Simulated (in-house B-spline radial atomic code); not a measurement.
## Cl⁶⁺: RPA and GW calculation

System: Cl⁶⁺, configuration [Ne] 3s1.
Method: RPA, second-order and SOSEX correlation energies and G0W0 (contour deformation) on a non-relativistic mean field, all electrons, B-spline basis (in-house B-spline radial atomic code).

**The input**
```
Z = 17
electrons = 11.0
configuration = [Ne] 3s1
hamiltonian = nr
method = pbe0
lmax = 9
spin_polarised = True
box_radius = 9.29
intervals = 47
ion_configuration = [He] 2s2 2p6
```

The run was one of a batch that the task file lists, launched with:
```bash
python <driver script> task.json out
```

The program writes its results to a structured record and prints no log; tables and figures of this report are taken from that record.

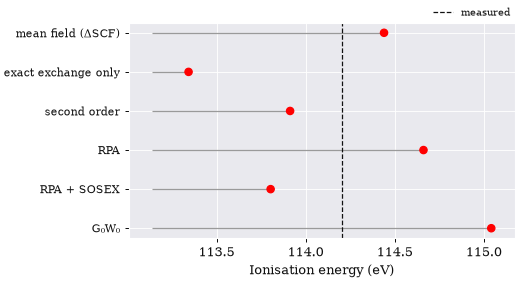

Fig. 1: Ionisation energy of Cl⁶⁺ ([Ne] 3s → [He] 2s² 2p⁶). All-electron spherical atom, non-relativistic, PBE0 start, no spin-orbit coupling, Breit or QED terms; computed with a B-spline radial code. Differences of total energies, each species on its own start, beside the G₀W₀ level.

| Method | Ionisation energy (eV) |
| --- | --- |
| mean field (ΔSCF) | 114.44 |
| exact exchange only | 113.34 |
| second order | 113.91 |
| RPA | 114.66 |
| RPA + SOSEX | 113.80 |
| G₀W₀ | 115.04 |

The values run from 113.34 eV (exact exchange only) to 115.04 eV (G₀W₀). The measured value is 114.20 eV; nearest to it come mean field (ΔSCF) (+0.24) and second order (−0.29), furthest exact exchange only (−0.86 eV).

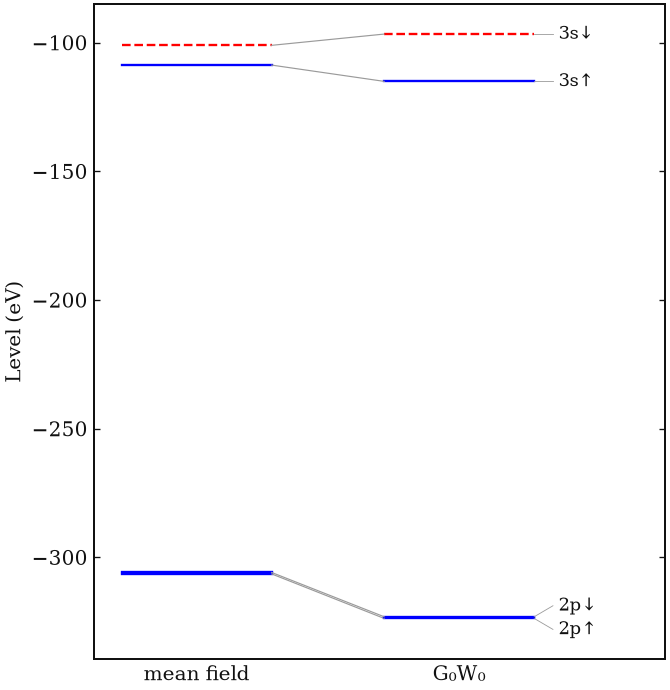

Fig. 2: Mean-field and G₀W₀ levels (solid occupied, dashed empty) for Cl⁶⁺ ([Ne] 3s). The quasi-particle equation is solved at full frequency; levels of low quasi-particle weight Z are left out. Σ columns are in eV, and Σc holds an estimate for the angular momenta beyond the basis. G₀W₀ moves the highest occupied level, 3s↑, from −108.71 to −115.04 eV (renormalisation factor Z = 0.98); the measured removal energy is 114.20 eV, so the error is +0.84 eV. The empty level 3s↓ goes from −101.04 to −96.66 eV.

| Level | Mean field (eV) | Σx − vxc (eV) | Σc (eV) | Z | G₀W₀ (eV) |
| --- | --- | --- | --- | --- | --- |
| 3s↓ | −101.04 | 6.80 | −2.42 | 0.96 | −96.66 |
| 3s↑ | −108.71 | −4.73 | −1.60 | 0.98 | −115.04 |
| 2p↓ | −305.87 | −20.15 | 2.93 | 0.96 | −323.09 |
| 2p↑ | −306.44 | −20.29 | 3.00 | 0.96 | −323.73 |

**Results in brief**

- outcome: converged
- mean-field total energy: −449.21739 hartree
- total energy with exact exchange alone: −448.92662 hartree
- exact exchange energy: −24.94134 hartree
- RPA correlation, extrapolated in the angular momentum of the empty orbitals: −0.65438 hartree
- RPA correlation, as summed: −0.65113 hartree
- direct second-order term: −0.71151 hartree
- second-order exchange term: 0.26854 hartree
- SOSEX term: 0.25064 hartree
- hardware: 1 CPU thread, shared host
- wall time: 2.5 s

**Remarks**

To bear in mind: relativity is absent.
